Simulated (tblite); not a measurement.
Geometry relaxation of C5H9GaN2 (part 1 of 4)

- system: C5H9GaN2
- method: GFN2-xTB geometry optimisation, gas phase (tblite 0.8.0)

It belongs to a series of runs on one base structure; here: B replaced by Ga.

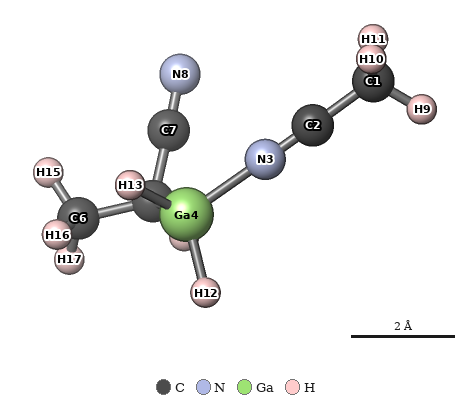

**Figure 1.** The starting structure (ball-and-stick view, seen at a tilt; atoms are numbered from 1 in the order of the input). Sticks mark near contacts.

## Results in brief

- outcome: converged
- total energy: −605.8261 eV
- hardware: 1 CPU thread, shared host
- wall time: 1.5 s
- peak memory: 0.17 GiB

## Input
```
{"job": {"kind": "relax", "xc": "GFN2-xTB", "basis": "xTB"}, "charge": 0, "multiplicity": 1}
C      3.684700     0.784100     0.085500
C      2.374900     0.104700     0.055900
N      1.364800    -0.437900     0.064500
Ga    -0.335300    -1.273200     0.039500
C     -1.609700     0.006900    -0.798100
C     -2.986800    -0.339200    -0.325000
C     -1.164000     1.353400    -0.432600
N     -0.826900     2.416700    -0.123600
H      4.360900     0.447900    -0.713400
H      4.166700     0.516700     1.053300
H      3.566500     1.887900     0.024000
H     -0.260000    -2.622200    -0.803100
H     -0.756100    -1.497700     1.581700
H     -1.488900    -0.118900    -1.903300
H     -3.428700     0.534200     0.223700
H     -3.029900    -1.207200     0.377300
H     -3.639500    -0.544200    -1.207900
```

The first line tells a small driver script what to run in tblite; the rest is the geometry in Å.

Launch command:
```bash
OMP_NUM_THREADS=1 python <driver script> task.json out
```

## Output
```
step      E/eV     max force
  0    -605.10725    2.344
  1    -605.28054    3.295
  2    -605.30286    3.771
  3    -605.41019    0.519
  4    -605.43021    0.534
  5    -605.43377    1.983
  6    -605.45834    0.364
  7    -605.46794    0.364
  8    -605.48807    0.628
  9    -605.49842    0.395
 10    -605.50973    0.258
 11    -605.51690    0.264
 12    -605.52156    0.201
 13    -605.52490    0.163
 14    -605.52909    0.218
 15    -605.53325    0.296
 16    -605.53652    0.215
 17    -605.53887    0.111
 18    -605.54092    0.159
 19    -605.54303    0.206
 20    -605.54478    0.150
 21    -605.54604    0.108
 22    -605.54729    0.125
 23    -605.54903    0.231
 24    -605.55120    0.271
 25    -605.55322    0.197
 26    -605.55472    0.080
 27    -605.55596    0.139
 28    -605.55735    0.170
 29    -605.55911    0.146
 30    -605.56129    0.128
 31    -605.56390    0.160
 32    -605.56686    0.246
 33    -605.56998    0.250
 34    -605.57300    0.172
 35    -605.57561    0.111
 36    -605.57787    0.117
 37    -605.57982    0.114
 38    -605.58125    0.090
 39    -605.58238    0.088
 40    -605.58355    0.097
 41    -605.58475    0.114
 42    -605.58583    0.109
 43    -605.58670    0.115
 44    -605.58742    0.185
 45    -605.58820    0.095
 46    -605.58913    0.060
 47    -605.58971    0.070
 48    -605.59048    0.066
 49    -605.59133    0.083
 50    -605.59256    0.113
 51    -605.59414    0.114
 52    -605.59591    0.098
 53    -605.59745    0.091
 54    -605.59884    0.106
 55    -605.60069    0.131
 56    -605.60383    0.217
 57    -605.60896    0.267
 58    -605.61643    0.312
 59    -605.62644    0.435
 60    -605.64021    0.428
 61    -605.65824    0.452
 62    -605.66157    1.269
 63    -605.59762    2.032
 64    -605.70161    0.730
 65    -605.70838    0.534
 66    -605.71870    0.499
 67    -605.72862    0.233
 68    -605.73505    0.395
 69    -605.74095    0.371
 70    -605.74671    0.299
 71    -605.75093    0.218
 72    -605.75592    0.174
 73    -605.76145    0.239
 74    -605.76681    0.168
 75    -605.77076    0.138
 76    -605.77324    0.108
 77    -605.77487    0.106
 78    -605.77648    0.081
 79    -605.77750    0.096
 80    -605.77834    0.126
 81    -605.77928    0.113
 82    -605.78046    0.085
 83    -605.78158    0.072
 84    -605.78238    0.064
 85    -605.78291    0.056
 86    -605.78343    0.055
 87    -605.78407    0.067
 88    -605.78468    0.100
 89    -605.78535    0.109
 90    -605.78618    0.084
 91    -605.78713    0.097
 92    -605.78803    0.083
 93    -605.78875    0.100
 94    -605.78934    0.098
 95    -605.79008    0.104
 96    -605.79110    0.100
 97    -605.79272    0.078
 98    -605.79365    0.080
 99    -605.79470    0.074
100    -605.79539    0.064
101    -605.79595    0.057
102    -605.79634    0.047
103    -605.79667    0.040
104    -605.79691    0.031
105    -605.79719    0.036
106    -605.79748    0.044
107    -605.79783    0.052
108    -605.79808    0.042
109    -605.79827    0.032
110    -605.79845    0.037
111    -605.79864    0.033
112    -605.79876    0.032
113    -605.79882    0.025
114    -605.79887    0.026
115    -605.79894    0.022
116    -605.79902    0.020
117    -605.79910    0.019
118    -605.79916    0.019
119    -605.79923    0.029
120    -605.79930    0.020
121    -605.79938    0.019
122    -605.79945    0.017
123    -605.79952    0.019
124    -605.79960    0.020
125    -605.79971    0.028
126    -605.79985    0.025
127    -605.80001    0.024
128    -605.80019    0.030
129    -605.80035    0.034
130    -605.80049    0.036
131    -605.80061    0.032
132    -605.80073    0.031
133    -605.80087    0.032
134    -605.80103    0.040
135    -605.80119    0.034
136    -605.80137    0.030
137    -605.80160    0.029
138    -605.80197    0.050
139    -605.80245    0.075
140    -605.80296    0.072
141    -605.80338    0.051
142    -605.80372    0.032
143    -605.80400    0.031
144    -605.80423    0.042
145    -605.80424    0.095
146    -605.80454    0.033
147    -605.80469    0.030
148    -605.80515    0.077
149    -605.80532    0.045
150    -605.80558    0.041
151    -605.80572    0.037
152    -605.80585    0.044
153    -605.80596    0.029
154    -605.80610    0.059
155    -605.80620    0.026
156    -605.80630    0.026
157    -605.80642    0.028
158    -605.80649    0.036
159    -605.80660    0.037
160    -605.80672    0.017
161    -605.80682    0.020
162    -605.80689    0.020
163    -605.80701    0.028
164    -605.80711    0.036
165    -605.80729    0.061
166    -605.80753    0.049
167    -605.80821    0.132
168    -605.80848    0.046
169    -605.80893    0.055
170    -605.80929    0.077
171    -605.80971    0.036
172    -605.81027    0.058
173    -605.81063    0.112
174    -605.81054    0.124
175    -605.81088    0.029
176    -605.81092    0.082
177    -605.81099    0.031
178    -605.81105    0.029
179    -605.81110    0.039
180    -605.81116    0.028
181    -605.81121    0.035
182    -605.81125    0.034
183    -605.81130    0.033
184    -605.81134    0.033
185    -605.81142    0.031
186    -605.81154    0.041
187    -605.81170    0.047
188    -605.81193    0.065
189    -605.81221    0.059
190    -605.81253    0.048
191    -605.81286    0.030
192    -605.81310    0.061
193    -605.81325    0.043
194    -605.81336    0.033
195    -605.81344    0.018
196    -605.81351    0.030
197    -605.81357    0.041
198    -605.81365    0.032
199    -605.81371    0.017
200    -605.81376    0.026
201    -605.81381    0.031
202    -605.81386    0.025
203    -605.81392    0.016
204    -605.81399    0.023
205    -605.81408    0.042
206    -605.81420    0.053
207    -605.81436    0.045
208    -605.81459    0.041
209    -605.81471    0.049
210    -605.81511    0.065
211    -605.81536    0.062
212    -605.81574    0.032
213    -605.81589    0.028
214    -605.81607    0.023
215    -605.81629    0.035
216    -605.81640    0.034
217    -605.81659    0.027
218    -605.81671    0.029
219    -605.81685    0.032
220    -605.81701    0.044
221    -605.81717    0.036
222    -605.81735    0.030
223    -605.81750    0.028
224    -605.81765    0.035
225    -605.81783    0.036
226    -605.81807    0.035
227    -605.81843    0.048
228    -605.81893    0.078
229    -605.81949    0.104
230    -605.82014    0.116
231    -605.81999    0.173
232    -605.82143    0.056
233    -605.82202    0.068
234    -605.82288    0.077
235    -605.82342    0.063
236    -605.82378    0.036
237    -605.82390    0.042
238    -605.82402    0.023
239    -605.82417    0.041
240    -605.82429    0.034
241    -605.82443    0.033
242    -605.82455    0.031
243    -605.82474    0.032
244    -605.82494    0.037
245    -605.82514    0.035
246    -605.82527    0.049
247    -605.82538    0.045
248    -605.82555    0.028
249    -605.82568    0.031
250    -605.82582    0.038
251    -605.82594    0.038
252    -605.82605    0.025
253    -605.82609    0.020
254    -605.82612    0.012
255    -605.82615    0.008
```

## Trajectory as extended XYZ (Å, eV, eV/Å), 47 of the 256 frames kept, from step=0 to step=255
```
17
Properties=species:S:1:pos:R:3:forces:R:3 step=0 energy=-605.10725
C     3.6847    0.7841    0.0855   -0.8290  -0.3890   0.4900
C     2.3749    0.1047    0.0559    2.0560   1.1200  -0.1030
N     1.3648   -0.4379    0.0645    0.2960  -0.1000  -0.0230
Ga   -0.3353   -1.2732    0.0395   -0.8520  -1.2250   0.8080
C    -1.6097    0.0069   -0.7981    1.5730   1.4090  -0.6390
C    -2.9868   -0.3392   -0.3250   -1.8960   0.3800   0.2310
C    -1.1640    1.3534   -0.4326   -0.4270  -0.1910  -0.2300
N    -0.8269    2.4167   -0.1236   -0.1340  -1.0060  -0.2530
H     4.3609    0.4479   -0.7134   -0.4960   0.0070   0.1120
H     4.1667    0.5167    1.0533   -0.3480   0.2430  -0.5110
H     3.5665    1.8879    0.0240   -0.1060  -0.7510   0.0430
H    -0.2600   -2.6222   -0.8031    0.2990   0.3670   0.2940
H    -0.7561   -1.4977    1.5817    0.4810   0.0470  -0.5170
H    -1.4889   -0.1189   -1.9033   -0.2330   0.4010   0.4050
H    -3.4287    0.5342    0.2237    0.2130  -0.7110  -0.3820
H    -3.0299   -1.2072    0.3773    0.1270   0.3780  -0.4860
H    -3.6395   -0.5442   -1.2079    0.2760   0.0200   0.7620
17
Properties=species:S:1:pos:R:3:forces:R:3 step=6 energy=-605.45834
C     3.6817    0.7791    0.0993   -0.0600  -0.0060   0.0500
C     2.4217    0.1295    0.0509   -0.1520  -0.1520   0.0530
N     1.4227   -0.4388    0.0604    0.0130  -0.1420  -0.0370
Ga   -0.3981   -1.3451    0.0869    0.0150   0.1220  -0.1280
C    -1.5851    0.0261   -0.8108    0.1190   0.1730  -0.1390
C    -3.0081   -0.3132   -0.3326   -0.3350   0.0120   0.0330
C    -1.1903    1.3485   -0.4571    0.0680   0.0290   0.0540
N    -0.8200    2.3874   -0.1275   -0.0120  -0.1330  -0.0720
H     4.3178    0.4420   -0.7128    0.0380  -0.0750  -0.1520
H     4.1531    0.5301    1.0472    0.0840   0.0270   0.1170
H     3.5488    1.8539    0.0282   -0.0530   0.1630   0.0020
H    -0.2228   -2.6030   -0.7781    0.2200  -0.1250   0.0410
H    -0.7084   -1.5014    1.5659    0.1670  -0.0870   0.3110
H    -1.5067   -0.0734   -1.9026   -0.0710   0.1490  -0.0620
H    -3.4428    0.5211    0.2198   -0.0170  -0.0030  -0.0430
H    -3.0198   -1.1831    0.3412    0.0500   0.0010  -0.0310
H    -3.6508   -0.5477   -1.1798   -0.0750   0.0460   0.0020
17
Properties=species:S:1:pos:R:3:forces:R:3 step=11 energy=-605.51690
C     3.6734    0.7792    0.1085   -0.0810  -0.0250   0.0110
C     2.4212    0.1034    0.0702   -0.0300  -0.0570   0.0400
N     1.4417   -0.4968    0.0458   -0.0120  -0.0130   0.0120
Ga   -0.4217   -1.3501    0.0910    0.1340   0.0100   0.0110
C    -1.6083    0.0411   -0.8414   -0.0080   0.0100   0.0370
C    -3.0388   -0.2955   -0.3469   -0.0010  -0.0100  -0.0180
C    -1.1854    1.3455   -0.4584   -0.0840  -0.2250  -0.0210
N    -0.8004    2.3777   -0.1360    0.1360   0.2110   0.0810
H     4.2848    0.4294   -0.7277   -0.0010   0.0710   0.1110
H     4.1649    0.5518    1.0587    0.0040   0.0210  -0.1210
H     3.5230    1.8582    0.0322   -0.0290  -0.0780  -0.0220
H    -0.1260   -2.6300   -0.7436    0.0510   0.0310   0.1000
H    -0.6179   -1.5286    1.6317    0.0790   0.0400  -0.1990
H    -1.5415    0.0006   -1.9379   -0.0560  -0.0420   0.0030
H    -3.4708    0.5329    0.2161    0.0210  -0.0150  -0.0370
H    -3.0077   -1.1716    0.3164   -0.1160   0.0200   0.0290
H    -3.6977   -0.5351   -1.1805   -0.0060   0.0520  -0.0170
17
Properties=species:S:1:pos:R:3:forces:R:3 step=17 energy=-605.53887
C     3.6532    0.7735    0.1138    0.0330   0.0050  -0.0150
C     2.4130    0.0770    0.0859    0.0810   0.0210  -0.0190
N     1.4367   -0.5275    0.0484    0.0530   0.0540   0.0160
Ga   -0.3916   -1.3400    0.0742   -0.0280   0.0180  -0.0460
C    -1.6149    0.0374   -0.8393   -0.1110  -0.0070   0.0020
C    -3.0522   -0.2900   -0.3532   -0.0070   0.0160   0.0270
C    -1.1832    1.3391   -0.4473    0.0690  -0.0380   0.0160
N    -0.7712    2.3651   -0.1309    0.0060  -0.0580   0.0150
H     4.2770    0.4393   -0.7175   -0.0450   0.0050  -0.0070
H     4.1748    0.5621    1.0489   -0.0650   0.0210   0.0050
H     3.4860    1.8487    0.0260   -0.0620  -0.0580   0.0220
H    -0.0681   -2.6322   -0.6981    0.0350  -0.0610  -0.0680
H    -0.5555   -1.5192    1.5958    0.0010   0.0600   0.0460
H    -1.5714    0.0114   -1.9379    0.0390  -0.0420   0.0140
H    -3.4775    0.5420    0.2054   -0.0030   0.0680   0.0130
H    -3.0484   -1.1615    0.3137   -0.0310  -0.0230   0.0090
H    -3.7137   -0.5130   -1.1893    0.0360   0.0190  -0.0310
17
Properties=species:S:1:pos:R:3:forces:R:3 step=22 energy=-605.54729
C     3.6531    0.7730    0.1135   -0.0100   0.0120  -0.0030
C     2.4240    0.0672    0.0864   -0.0410  -0.0210  -0.0060
N     1.4425   -0.5271    0.0533   -0.0500  -0.0220  -0.0280
Ga   -0.3839   -1.3397    0.0570   -0.0070  -0.0800   0.0320
C    -1.6300    0.0299   -0.8355    0.0750  -0.0530  -0.0100
C    -3.0673   -0.2813   -0.3486    0.0120   0.0190  -0.0290
C    -1.1696    1.3194   -0.4389    0.0260   0.0620   0.0310
N    -0.7495    2.3422   -0.1204    0.0120  -0.1240   0.0000
H     4.2705    0.4451   -0.7221    0.0530   0.0280  -0.0100
H     4.1661    0.5715    1.0529    0.0360   0.0160   0.0210
H     3.4502    1.8395    0.0280    0.0200   0.0600  -0.0030
H    -0.0340   -2.6448   -0.6977    0.0030   0.0210  -0.0380
H    -0.5291   -1.4925    1.5855   -0.0170   0.0270   0.0360
H    -1.5761    0.0007   -1.9333   -0.0150  -0.0110  -0.0010
H    -3.4819    0.5622    0.2031   -0.0180  -0.0100  -0.0060
H    -3.0797   -1.1573    0.3140   -0.0180   0.0550  -0.0020
H    -3.7123   -0.4959   -1.1990   -0.0590   0.0210   0.0160
17
Properties=species:S:1:pos:R:3:forces:R:3 step=28 energy=-605.55735
C     3.6450    0.7805    0.1134   -0.0130   0.0200   0.0090
C     2.4244    0.0537    0.0805   -0.0010   0.0380  -0.0080
N     1.4382   -0.5330    0.0410    0.0420   0.0050  -0.0350
Ga   -0.3832   -1.3742    0.0552    0.0120   0.0440   0.0560
C    -1.6326   -0.0013   -0.8334   -0.0440   0.0210  -0.0120
C    -3.0837   -0.2612   -0.3558   -0.0690  -0.0110   0.0250
C    -1.1437    1.2755   -0.4264   -0.0260  -0.1670  -0.0200
N    -0.6981    2.2799   -0.0916    0.0960   0.1000   0.0590
H     4.2794    0.4743   -0.7196   -0.0180   0.0110   0.0210
H     4.1644    0.5952    1.0547   -0.0290  -0.0060  -0.0220
H     3.4182    1.8442    0.0297    0.0150   0.0110  -0.0030
H     0.0115   -2.6558   -0.7193   -0.0300  -0.0010   0.0390
H    -0.5063   -1.4496    1.5968   -0.0170  -0.0720  -0.0410
H    -1.5848   -0.0196   -1.9300    0.0140  -0.0200  -0.0530
H    -3.4880    0.5902    0.1915    0.0610   0.0560  -0.0230
H    -3.1284   -1.1265    0.3147   -0.0040  -0.0290   0.0210
H    -3.7391   -0.4603   -1.2028    0.0110   0.0020  -0.0110
17
Properties=species:S:1:pos:R:3:forces:R:3 step=33 energy=-605.56998
C     3.6292    0.8106    0.1156    0.0240   0.0270  -0.0370
C     2.4190    0.0693    0.0591    0.0260  -0.0290   0.0010
N     1.4492   -0.5423   -0.0022   -0.0200   0.0410   0.0060
Ga   -0.3812   -1.3898    0.0638    0.0400  -0.0210  -0.0780
C    -1.6551   -0.0477   -0.8386    0.0480  -0.0170  -0.0340
C    -3.1177   -0.2369   -0.3590    0.1140   0.0510  -0.0460
C    -1.0937    1.1894   -0.4055    0.0530   0.2160   0.0810
N    -0.5956    2.1608   -0.0360   -0.0380  -0.2370  -0.0710
H     4.2855    0.5236   -0.7049   -0.0260  -0.0350  -0.0800
H     4.1490    0.6201    1.0541   -0.0820   0.0270   0.0580
H     3.3892    1.8699    0.0281    0.0110   0.0500   0.0520
H     0.0398   -2.6611   -0.7162   -0.0410  -0.0310   0.0620
H    -0.4974   -1.4483    1.5994    0.0080  -0.0680   0.0360
H    -1.5902   -0.0623   -1.9355   -0.0430  -0.0090   0.0010
H    -3.4567    0.6603    0.1588   -0.0610  -0.0600   0.0440
H    -3.2028   -1.0904    0.3253   -0.0190   0.1090  -0.0150
H    -3.7774   -0.4131   -1.2079    0.0060  -0.0150   0.0200
17
Properties=species:S:1:pos:R:3:forces:R:3 step=39 energy=-605.58238
C     3.6139    0.8439    0.1110   -0.0080   0.0080   0.0100
C     2.4179    0.0827    0.0366   -0.0500   0.0260  -0.0100
N     1.4566   -0.5396   -0.0402   -0.0440  -0.0050   0.0150
Ga   -0.3687   -1.4070    0.0588   -0.0150  -0.0730   0.0470
C    -1.6672   -0.0857   -0.8488    0.0020   0.0150  -0.0020
C    -3.1337   -0.2006   -0.3706   -0.0360   0.0090   0.0290
C    -1.0478    1.1136   -0.3909    0.0280   0.0140  -0.0080
N    -0.4795    2.0279    0.0166    0.0350   0.0160  -0.0090
H     4.2770    0.5655   -0.7078    0.0160   0.0120  -0.0050
H     4.1076    0.6554    1.0634    0.0210  -0.0170   0.0250
H     3.3659    1.9027    0.0414   -0.0250   0.0290  -0.0200
H     0.0584   -2.6917   -0.6896   -0.0200  -0.0550   0.0000
H    -0.4774   -1.4768    1.6042    0.0250  -0.0070  -0.0550
H    -1.6097   -0.0973   -1.9449    0.0000   0.0180  -0.0110
H    -3.4440    0.7122    0.1355   -0.0200   0.0540   0.0010
H    -3.2701   -1.0249    0.3341    0.0600  -0.0420   0.0320
H    -3.8061   -0.3682   -1.2103    0.0320  -0.0030  -0.0390
```
